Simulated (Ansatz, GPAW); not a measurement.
TlS3Br (R3m): refractive index against wavelength

The refractive index of TlS3Br (R3m) along x below the direct gap (1.74 eV on the mesh) is read from one computed spectrum, n = √(Re ε). x, y and z are the Cartesian axes of the input cell.

It takes space group R3m (No. 160, trigonal). The conventional cell has a = 7.704 Å, b = 7.704 Å, c = 9.996 Å, α = 90.00°, β = 90.00°, γ = 120.00°. Around Tl on site a lie 1 Br at 3.04 Å and 3 S at 3.27 Å. Br on site a has 1 Tl at 3.04 Å and 3 S at 3.28 Å as nearest neighbours. Around S on site b lie 2 S at 2.11 Å.

Method: GPAW 26.7.0, PBE, RPA, k-mesh 6×6×6, local fields up to 50 eV, Lorentzian half width 0.05 eV.

Launch of the response step: `OMP_NUM_THREADS=1 python df.py`. The run took 9.0 min, its band step included, on 1 thread of Arm Neoverse V2, on a shared host.

| wavelength (nm) | photon energy E (eV) | n |
| --- | --- | --- |
| 3000 | 0.413 | 2.0972 |
| 2000 | 0.620 | 2.1092 |
| 1550 | 0.800 | 2.1244 |
| 1310 | 0.946 | 2.1405 |
| 1064 | 1.165 | ? |

In the single-oscillator model n² − 1 = E₀E_d/(E₀² − E²), so 1/(n² − 1) = E₀/E_d − E²/(E₀E_d) is linear in E².

Working, on the rows shown:

| x = E² (eV²) | y = 1/(n² − 1) |
| --- | --- |
| 0.170801 | 0.294269 |
| 0.384302 | 0.289962 |
| 0.639837 | 0.284651 |
| 0.895757 | 0.279194 |

Means: x̄ = 0.52267, ȳ = 0.28702. Σ(x − x̄)(y − ȳ) = -0.006155, Σ(x − x̄)² = 0.2959. Slope = -0.006155 / 0.2959 = -0.0208; intercept = ȳ − slope · x̄ = 0.29789. Turned back into n, the line misses the rows shown by at most 0.0002.

Question: What does the fit predict for the withheld row, and how well does it do?

Answer: At x = 1.3578 the line gives y = 0.26964, that is 2.1699. The run gave 2.1726, so the extrapolation is off by 0.0027, 4 % of the range in the table.

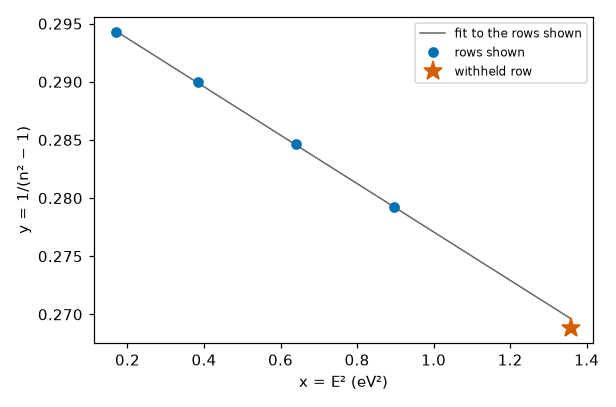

Refitted with all rows, the slope is -0.02146 and the intercept 0.29818. These give E₀ = √(intercept/−slope) = 3.73 eV and E_d = E₀/intercept = 12.5 eV; E₀ is 2.1 times the direct gap. The electronic limit at long wavelengths, without lattice vibrations, is n = √(1 + 1/intercept) = 2.087. The structure is a model and need not exist. Excitons are left out. The values come from a sum over the points of one k-mesh and carry its error, which grows as the direct gap shrinks. Spin-orbit coupling is left out.
